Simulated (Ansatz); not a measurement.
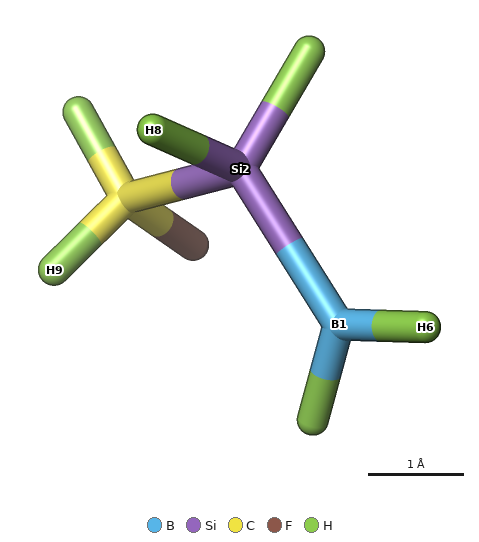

The structure as given in the input (stick view, seen at a tilt; atoms are numbered from 1 in the order of the input).

**Geometry relaxation of CH6BFSi**

CH6BFSi, SMILES B[SiH2]CF, computed with RKS BHLYP/def2-SVP (Ansatz 0.2.0).

It belongs to a series of runs on one base structure; here: end point B relaxed. Figures and captions count atoms from 1; the log counts them from 0 in places.

## Input file
```yaml
crystal:
  periodic: [false, false, false]
  atoms:
    - { symbol: B, position_ang: [-0.72333, 1.49929, -0.69129] }
    - { symbol: Si, position_ang: [0.03495, -0.30246, -0.76676] }
    - { symbol: C, position_ang: [1.64127, -0.20886, -1.84267] }
    - { symbol: F, position_ang: [1.36681, 0.41071, -3.04949] }
    - { symbol: H, position_ang: [-0.1384, 2.43673, -1.0753] }
    - { symbol: H, position_ang: [-1.78171, 1.69173, -0.22981] }
    - { symbol: H, position_ang: [-0.76269, -1.37567, -1.38525] }
    - { symbol: H, position_ang: [0.53474, -0.88648, 0.49278] }
    - { symbol: H, position_ang: [2.42675, 0.3849, -1.36849] }
    - { symbol: H, position_ang: [2.04949, -1.19095, -2.08867] }
basis:
  gaussian: { orbitals: def2-SVP }
hamiltonian:
  xc: { name: BHLYP }
relax:
  f_tol: 0.015
  max_steps: 40
output:
  orbitals: {}
```

Hardware: 1 thread of Intel Xeon (Sapphire Rapids), 10 GiB of memory available, shared host.

Run as:
```bash
ansatz run input.yaml --threads 1 --pin off --max-ram 2048MiB --backend cpu --events-out ev --progress --plain --runs-dir out
```

## The program's output
```
The last accepted step is kept in [file] (removed where the run ends without a failure and the disk answers)
Engine: ansatz 0.2.0, x86_64-unknown-linux-gnu
Functional definition: BHLYP
  parameter a = 0.5
  exchange = (1 - a)*b88_x + a*exact_x
  correlation = lyp_c
967 factors; integrals over basis functions are off by at most 3.2e-4 eV
mean field evaluation 1: about -12394.4374 eV, gradient 2.4e1 eV
mean field evaluation 2: about -12395.1410 eV, gradient 1.8e1 eV
mean field evaluation 4: about -12395.7607 eV, gradient 9.6e-1 eV
mean field evaluation 8: about -12395.8008 eV, gradient 1.2e-2 eV
mean field -12395.80078929 eV, -455.5372768307 hartree, gradient 3.0e-5 eV, S^2 0.000000; 0 other end points of the search recorded, 0 dependent functions left out
the calculation of the forces begins
reference -12395.80095520 eV, -455.5372829280 hartree; 20, 20 occupied and 70, 70 virtual orbitals, 967 factors
relax step   1: F+E_penalty+E_count = -12395.80078929 eV  Δ(F+E_penalty+E_count) = +0.000e0 eV  max|allowed force component| = 1.694e0 eV/Å  Δτ_max = 0.0000 Å  (26 SCF iters, accepted)
these checks for a lower state are left out or cut short: starts, cluster_reference, orbital_swaps, neighbouring_geometries, increment
967 factors; integrals over basis functions are off by at most 4.5e-4 eV
mean field evaluation 16: about -12395.8534 eV, gradient 4.7e0 eV
mean field -12395.94948495 eV, -455.5427412954 hartree, gradient 1.7e-5 eV, S^2 0.000000; 0 other end points of the search recorded, 0 dependent functions left out
[... from here on the field's lines of each further geometry are left out, up to the last ...]
relax step   2: F+E_penalty+E_count = -12395.94948495 eV  Δ(F+E_penalty+E_count) = -1.487e-1 eV  max|allowed force component| = 3.192e-1 eV/Å  Δτ_max = 0.1168 Å  (30 SCF iters, accepted)
relax step   3: F+E_penalty+E_count = -12395.96278617 eV  Δ(F+E_penalty+E_count) = -1.330e-2 eV  max|allowed force component| = 1.817e-1 eV/Å  Δτ_max = 0.0554 Å  (31 SCF iters, accepted)
relax step   4: F+E_penalty+E_count = -12395.96613298 eV  Δ(F+E_penalty+E_count) = -3.347e-3 eV  max|allowed force component| = 5.213e-2 eV/Å  Δτ_max = 0.0226 Å  (26 SCF iters, accepted)
relax step   5: F+E_penalty+E_count = -12395.96687550 eV  Δ(F+E_penalty+E_count) = -7.425e-4 eV  max|allowed force component| = 3.388e-2 eV/Å  Δτ_max = 0.0238 Å  (31 SCF iters, accepted)
relax step   6: F+E_penalty+E_count = -12395.96855161 eV  Δ(F+E_penalty+E_count) = -1.676e-3 eV  max|allowed force component| = 7.113e-2 eV/Å  Δτ_max = 0.0924 Å  (30 SCF iters, accepted)
relax step   7: F+E_penalty+E_count = -12395.96946620 eV  Δ(F+E_penalty+E_count) = -9.146e-4 eV  max|allowed force component| = 3.454e-2 eV/Å  Δτ_max = 0.0618 Å  (30 SCF iters, accepted)
relax step   8: F+E_penalty+E_count = -12395.96860718 eV  Δ(F+E_penalty+E_count) = +8.590e-4 eV  max|allowed force component| = 1.740e-1 eV/Å  Δτ_max = 0.1148 Å  (30 SCF iters, rejected (line search))
relax step   9: F+E_penalty+E_count = -12395.96607871 eV  Δ(F+E_penalty+E_count) = +3.387e-3 eV  max|allowed force component| = 2.604e-1 eV/Å  Δτ_max = 0.0469 Å  (31 SCF iters, rejected (line search))
relax step  10: F+E_penalty+E_count = -12395.96983538 eV  Δ(F+E_penalty+E_count) = -3.692e-4 eV  max|allowed force component| = 1.668e-2 eV/Å  Δτ_max = 0.0235 Å  (24 SCF iters, accepted)
relax step  11: F+E_penalty+E_count = -12395.96958038 eV  Δ(F+E_penalty+E_count) = +2.550e-4 eV  max|allowed force component| = 9.556e-2 eV/Å  Δτ_max = 0.0977 Å  (30 SCF iters, rejected (line search))
relax step  12: F+E_penalty+E_count = -12395.97008850 eV  Δ(F+E_penalty+E_count) = -2.531e-4 eV  max|allowed force component| = 5.204e-2 eV/Å  Δτ_max = 0.0486 Å  (31 SCF iters, accepted)
relax step  13: F+E_penalty+E_count = -12395.97034270 eV  Δ(F+E_penalty+E_count) = -2.542e-4 eV  max|allowed force component| = 7.277e-2 eV/Å  Δτ_max = 0.0476 Å  (30 SCF iters, accepted)
relax step  14: F+E_penalty+E_count = -12395.97045705 eV  Δ(F+E_penalty+E_count) = -1.144e-4 eV  max|allowed force component| = 4.060e-2 eV/Å  Δτ_max = 0.0082 Å  (24 SCF iters, accepted)
relax step  15: F+E_penalty+E_count = -12395.97061285 eV  Δ(F+E_penalty+E_count) = -1.558e-4 eV  max|allowed force component| = 1.007e-2 eV/Å  Δτ_max = 0.0231 Å  (25 SCF iters, accepted)
relax step  16: F+E_penalty+E_count = -12395.97068371 eV  Δ(F+E_penalty+E_count) = -7.086e-5 eV  max|allowed force component| = 8.011e-3 eV/Å  Δτ_max = 0.0211 Å  (24 SCF iters, accepted)
relax step  17: F+E_penalty+E_count = -12395.97071663 eV  Δ(F+E_penalty+E_count) = -3.292e-5 eV  max|allowed force component| = 2.088e-2 eV/Å  Δτ_max = 0.0403 Å  (31 SCF iters, accepted)
relax step  18: F+E_penalty+E_count = -12395.97071431 eV  Δ(F+E_penalty+E_count) = +2.315e-6 eV  max|allowed force component| = 2.023e-2 eV/Å  Δτ_max = 0.0033 Å  (23 SCF iters, rejected (line search))
the calculation of the forces begins
reference -12395.97090587 eV, -455.5435284997 hartree; 20, 20 occupied and 70, 70 virtual orbitals, 967 factors
relax step  19: F+E_penalty+E_count = -12395.97073777 eV  Δ(F+E_penalty+E_count) = -2.114e-5 eV  max|allowed force component| = 4.134e-3 eV/Å  Δτ_max = 0.0016 Å  (21 SCF iters, accepted)
```

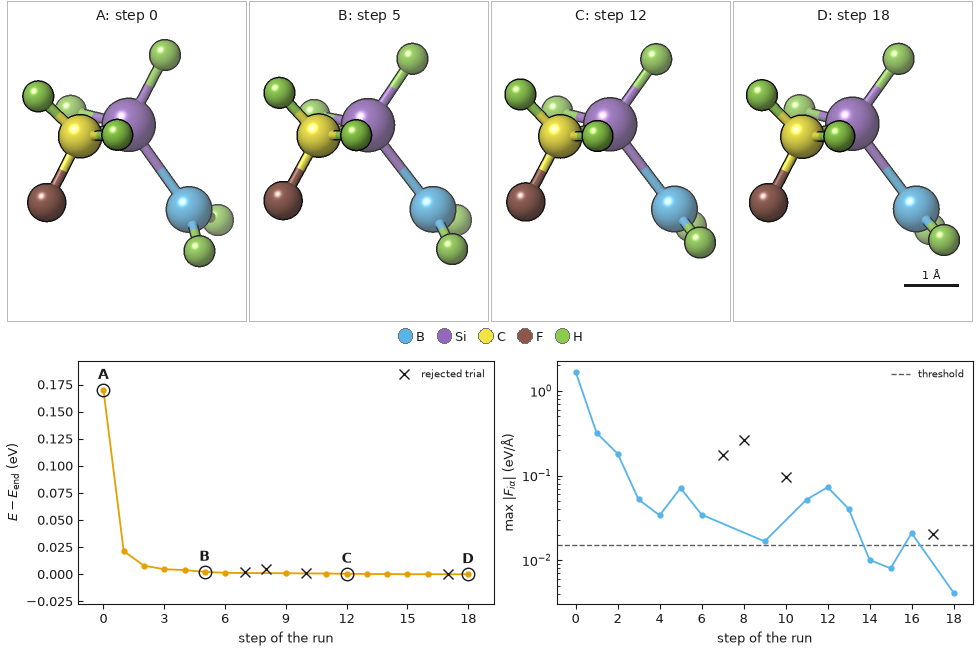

Frames of the relaxation (ball-and-stick view, seen at a tilt) above the curves, on which the letters mark them (the first geometry is step 0 here and step 1 in the log).

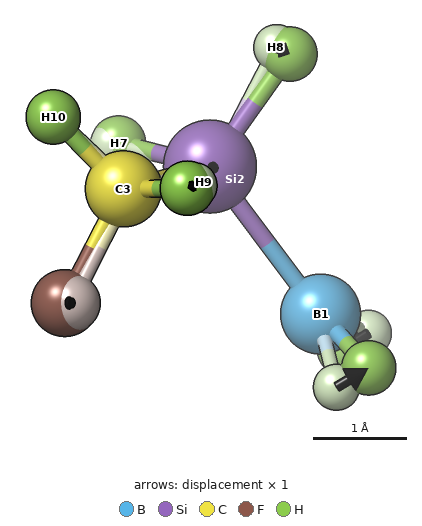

Start (faint) and end (solid) with the displacements as black arrows, at true length (ball-and-stick view, seen at a tilt). The two geometries are laid on each other by the best rigid fit. The atom that moves furthest after the best rigid fit is H5 (0.41 Å). Largest moves by element: H 0.41 Å, F 0.11 Å, Si 0.09 Å, C 0.07 Å, B 0.03 Å. Distances before and after: B1–Si2 1.956 → 2.016 Å, Si2–C3 1.936 → 1.901 Å, B1–H5 1.170 → 1.199 Å, Si2–H8 1.476 → 1.491 Å. Among the angles that change: B1–Si2–H8 117.6° → 108.3°, C3–Si2–H8 102.3° → 108.1°, B1–Si2–H7 118.5° → 113.4°. After 18 geometry steps the energy has fallen by 0.170 eV. The largest force component goes from 1.7 to 0.0041 eV/Å. The line search rejected the trial steps at points 7, 8, 10, 17 (counted from 0) and went back. (Atoms are counted from 1 in the order of the input.)

```
967 factors; integrals over basis functions are off by at most 4.8e-4 eV
mean field -12395.97073777 eV, -455.5435223224 hartree, gradient 6.4e-5 eV, S^2 0.000000; 1 other end points of the search recorded, 0 dependent functions left out
the calculation of the forces begins
reference -12395.97090587 eV, -455.5435284997 hartree; 20, 20 occupied and 70, 70 virtual orbitals, 967 factors
Total energy: -12395.97090587 eV, -455.5435284997 hartree
Atom 0 at    -0.738326     1.499223    -0.668162 Å, force     0.001378    -0.000435     0.004134 eV/Å
Atom 1 at     0.117780    -0.321901    -0.797624 Å, force     0.001119     0.000301    -0.001532 eV/Å
Atom 2 at     1.660407    -0.238807    -1.905955 Å, force    -0.000529     0.001295     0.000032 eV/Å
Atom 3 at     1.295831     0.342523    -3.105957 Å, force     0.001303    -0.000760     0.000375 eV/Å
Atom 4 at    -0.057034     2.485103    -0.685843 Å, force     0.000242     0.000070    -0.001268 eV/Å
Atom 5 at    -1.918878     1.644047    -0.525688 Å, force    -0.002007    -0.000025    -0.001263 eV/Å
Atom 6 at    -0.795488    -1.366192    -1.322861 Å, force    -0.000173     0.000163    -0.000076 eV/Å
Atom 7 at     0.550262    -0.733473     0.568278 Å, force     0.000352     0.000383    -0.000115 eV/Å
Atom 8 at     2.445223     0.373620    -1.448391 Å, force    -0.001426    -0.000654    -0.000346 eV/Å
Atom 9 at     2.088103    -1.225202    -2.112748 Å, force    -0.000259    -0.000337     0.000058 eV/Å
Dipole moment:     0.082302    -0.070644     0.287962 e Å
```

## Trajectory as extended XYZ (Å, eV, eV/Å), 10 of the 19 frames kept, from step=1 to step=19
```
10
Properties=species:S:1:pos:R:3:forces:R:3 step=1 energy=-12395.80079
B    -0.7233    1.4993   -0.6913   -0.4420   0.1140   0.2517
Si    0.0350   -0.3025   -0.7668    1.6935  -0.9648  -0.8850
C     1.6413   -0.2089   -1.8427   -0.2675   0.1274  -0.1925
F     1.3668    0.4107   -3.0495   -0.2762   0.0999  -0.0533
H    -0.1384    2.4367   -1.0753    0.4442   0.4902  -0.2517
H    -1.7817    1.6917   -0.2298   -0.6906   0.1536   0.2638
H    -0.7627   -1.3757   -1.3853   -0.4597   0.0619  -0.0687
H     0.5347   -0.8865    0.4928   -0.1497   0.1691   0.4625
H     2.4268    0.3849   -1.3685    0.0710  -0.0908   0.2532
H     2.0495   -1.1909   -2.0887    0.0771  -0.1604   0.2201
10
Properties=species:S:1:pos:R:3:forces:R:3 step=3 energy=-12395.96279
B    -0.7572    1.4978   -0.6826    0.1195   0.0895   0.1817
Si    0.1111   -0.3173   -0.8150   -0.0131  -0.0614  -0.0851
C     1.6875   -0.2379   -1.8810   -0.1145   0.0299  -0.0289
F     1.3695    0.3736   -3.0809    0.0180  -0.0563   0.0852
H    -0.1612    2.4882   -1.0053   -0.0584  -0.0323  -0.0372
H    -1.8449    1.6429   -0.1994   -0.0194  -0.0400  -0.0745
H    -0.8229   -1.3147   -1.4059    0.0573   0.0276   0.0316
H     0.4977   -0.7978    0.5454   -0.0326   0.0466  -0.0583
H     2.4668    0.3530   -1.3873    0.0180  -0.0113  -0.0082
H     2.1015   -1.2289   -2.0929    0.0253   0.0075  -0.0064
10
Properties=species:S:1:pos:R:3:forces:R:3 step=5 energy=-12395.96688
B    -0.7460    1.5064   -0.6604   -0.0331   0.0168  -0.0289
Si    0.1111   -0.3138   -0.8221    0.0043   0.0174   0.0101
C     1.6852   -0.2416   -1.8829   -0.0106  -0.0222  -0.0205
F     1.3671    0.3438   -3.0924   -0.0099   0.0099  -0.0194
H    -0.1645    2.5060   -0.9787   -0.0024  -0.0339   0.0284
H    -1.8529    1.6325   -0.2148    0.0285  -0.0201  -0.0070
H    -0.8181   -1.3116   -1.4127   -0.0002   0.0273   0.0127
H     0.4948   -0.7926    0.5361   -0.0067   0.0029   0.0010
H     2.4611    0.3614   -1.3999    0.0239   0.0112   0.0159
H     2.1100   -1.2317   -2.0773    0.0062  -0.0094   0.0077
10
Properties=species:S:1:pos:R:3:forces:R:3 step=7 energy=-12395.96947
B    -0.7470    1.5079   -0.6612    0.0222  -0.0307   0.0068
Si    0.1157   -0.3097   -0.8180    0.0182   0.0204   0.0046
C     1.6804   -0.2451   -1.8966   -0.0103   0.0004   0.0345
F     1.3436    0.3268   -3.1079    0.0128  -0.0033  -0.0158
H    -0.1207    2.5132   -0.8395    0.0080   0.0033  -0.0007
H    -1.8948    1.6210   -0.3378   -0.0165   0.0013  -0.0038
H    -0.8125   -1.3228   -1.3782    0.0006  -0.0049  -0.0058
H     0.5161   -0.7605    0.5454   -0.0054   0.0072   0.0028
H     2.4615    0.3654   -1.4284   -0.0195  -0.0083  -0.0116
H     2.1057   -1.2373   -2.0827   -0.0101   0.0145  -0.0109
10
Properties=species:S:1:pos:R:3:forces:R:3 step=9 energy=-12395.96608 accepted=F
B    -0.7467    1.5030   -0.6579    0.0549   0.0189  -0.0194
Si    0.1271   -0.3080   -0.8088   -0.2604  -0.0646  -0.0170
C     1.6699   -0.2471   -1.9024    0.1412   0.0825  -0.0705
F     1.3361    0.3265   -3.1163   -0.0274  -0.0295   0.0995
H    -0.0998    2.5016   -0.7991   -0.0120   0.0204   0.0087
H    -1.9063    1.6279   -0.3828    0.0046  -0.0187  -0.0005
H    -0.7900   -1.3280   -1.3749   -0.0348  -0.0153   0.0410
H     0.5178   -0.7469    0.5617    0.0457  -0.0025  -0.0323
H     2.4433    0.3672   -1.4304    0.0870  -0.0006  -0.0384
H     2.0966   -1.2371   -2.0941    0.0013   0.0094   0.0289
10
Properties=species:S:1:pos:R:3:forces:R:3 step=11 energy=-12395.96958 accepted=F
B    -0.7439    1.5015   -0.6707    0.0001   0.0949   0.0956
Si    0.1157   -0.3157   -0.8102   -0.0219  -0.0186  -0.0262
C     1.6672   -0.2416   -1.9043   -0.0028  -0.0231  -0.0296
F     1.3199    0.3299   -3.1138   -0.0095   0.0031   0.0120
H    -0.0705    2.4967   -0.7307   -0.0824  -0.0857  -0.0217
H    -1.9176    1.6323   -0.4489    0.0810   0.0057  -0.0495
H    -0.7998   -1.3540   -1.3449    0.0044   0.0023   0.0061
H     0.5352   -0.7319    0.5588   -0.0009   0.0032  -0.0041
H     2.4466    0.3725   -1.4420    0.0282   0.0151   0.0093
H     2.0951   -1.2307   -2.0983    0.0039   0.0031   0.0081
10
Properties=species:S:1:pos:R:3:forces:R:3 step=13 energy=-12395.97034
B    -0.7420    1.5019   -0.6637   -0.0340   0.0555   0.0066
Si    0.1166   -0.3158   -0.8084   -0.0091  -0.0116   0.0064
C     1.6678   -0.2415   -1.9035   -0.0025  -0.0116  -0.0185
F     1.3186    0.3318   -3.1116   -0.0046   0.0018   0.0067
H    -0.0748    2.4975   -0.7396   -0.0422  -0.0465   0.0068
H    -1.9169    1.6323   -0.4507    0.0728   0.0012  -0.0154
H    -0.8011   -1.3507   -1.3456    0.0018   0.0023   0.0030
H     0.5360   -0.7373    0.5590    0.0012  -0.0017  -0.0058
H     2.4490    0.3715   -1.4418    0.0151   0.0084   0.0050
H     2.0948   -1.2307   -2.0990    0.0017   0.0024   0.0052
10
Properties=species:S:1:pos:R:3:forces:R:3 step=15 energy=-12395.97061
B    -0.7403    1.5007   -0.6658   -0.0050   0.0070   0.0035
Si    0.1165   -0.3186   -0.8047    0.0054   0.0026  -0.0012
C     1.6662   -0.2399   -1.9030   -0.0062  -0.0101   0.0008
F     1.3112    0.3372   -3.1076    0.0012  -0.0003   0.0001
H    -0.0720    2.4931   -0.7346    0.0015  -0.0011   0.0014
H    -1.9137    1.6364   -0.4656   -0.0022  -0.0004  -0.0023
H    -0.8008   -1.3542   -1.3405    0.0014  -0.0010  -0.0014
H     0.5383   -0.7404    0.5614    0.0012   0.0002   0.0013
H     2.4489    0.3727   -1.4421   -0.0001   0.0016   0.0008
H     2.0935   -1.2280   -2.1024    0.0026   0.0015  -0.0031
10
Properties=species:S:1:pos:R:3:forces:R:3 step=17 energy=-12395.97072
B    -0.7383    1.4989   -0.6684   -0.0075   0.0147   0.0063
Si    0.1178   -0.3221   -0.7975    0.0022  -0.0013  -0.0025
C     1.6604   -0.2388   -1.9060   -0.0024   0.0030   0.0012
F     1.2951    0.3431   -3.1055    0.0026  -0.0019   0.0007
H    -0.0555    2.4846   -0.6857   -0.0133  -0.0125  -0.0008
H    -1.9198    1.6440   -0.5262    0.0209  -0.0004  -0.0042
H    -0.7953   -1.3666   -1.3227    0.0004  -0.0002   0.0006
H     0.5499   -0.7328    0.5689    0.0006  -0.0007  -0.0010
H     2.4453    0.3735   -1.4484   -0.0021  -0.0008  -0.0006
H     2.0883   -1.2250   -2.1134   -0.0014   0.0000   0.0000
10
Properties=species:S:1:pos:R:3:forces:R:3 step=19 energy=-12395.97074
B    -0.7383    1.4992   -0.6682    0.0014  -0.0004   0.0041
Si    0.1178   -0.3219   -0.7976    0.0011   0.0003  -0.0015
C     1.6604   -0.2388   -1.9060   -0.0005   0.0013   0.0000
F     1.2958    0.3425   -3.1060    0.0013  -0.0008   0.0004
H    -0.0570    2.4851   -0.6858    0.0002   0.0001  -0.0013
H    -1.9189    1.6440   -0.5257   -0.0020   0.0000  -0.0013
H    -0.7955   -1.3662   -1.3229   -0.0002   0.0002  -0.0001
H     0.5503   -0.7335    0.5683    0.0004   0.0004  -0.0001
H     2.4452    0.3736   -1.4484   -0.0014  -0.0007  -0.0003
H     2.0881   -1.2252   -2.1127   -0.0003  -0.0003   0.0001
```

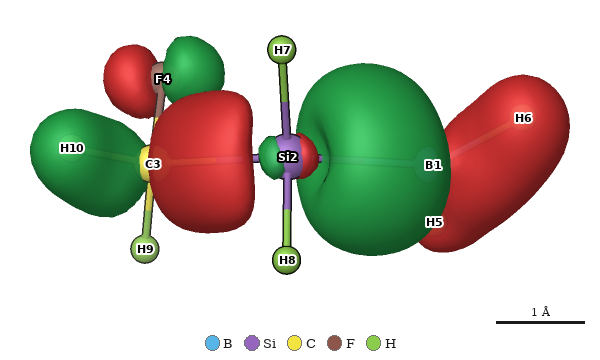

One frontier orbital at ±0.15 Å⁻³ᐟ² (green and red are the two phases), seen from the side. The HOMO, at −9.52 eV. By Hirshfeld shares it lies mainly on B1 (30 %), Si2 (30 %) and C3 (15 %).

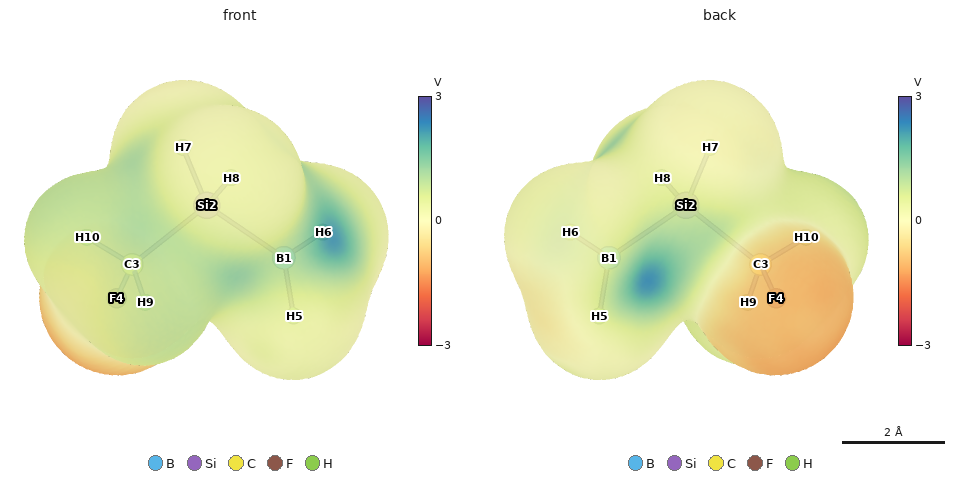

The molecular electrostatic potential painted on the density surface at 0.002 e/bohr³, seen at a tilt and from behind; red is negative and blue positive.

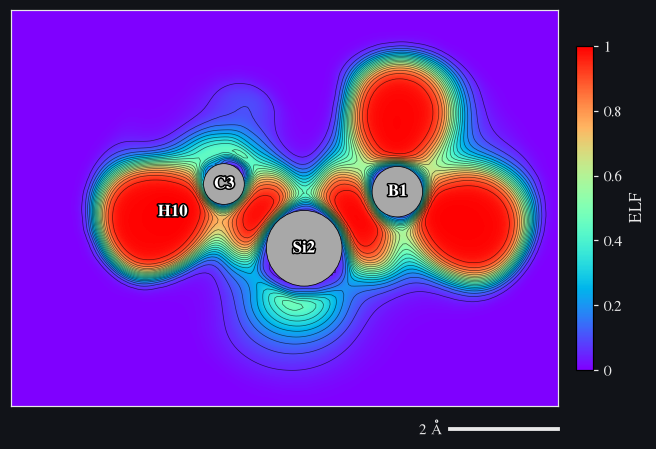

ELF on the plane of atoms B1, Si2 and C3. Grey discs, where drawn, cover atomic cores. The section cuts through B, Si, C and H sites. C–H (1.09 Å): the ELF climbs to about 1 towards the hydrogen, as it does in any bond to H; a covalent bond by its length.

## Key numbers

| quantity | value |
| --- | --- |
| outcome | converged |
| total energy | −12395.9709 eV |
| mean-field energy | −12395.9709 eV |
| largest force (length of the vector) at the end | 0.004 eV/Å |
| wall time | 55 s |
| peak memory | 0.2 GiB |
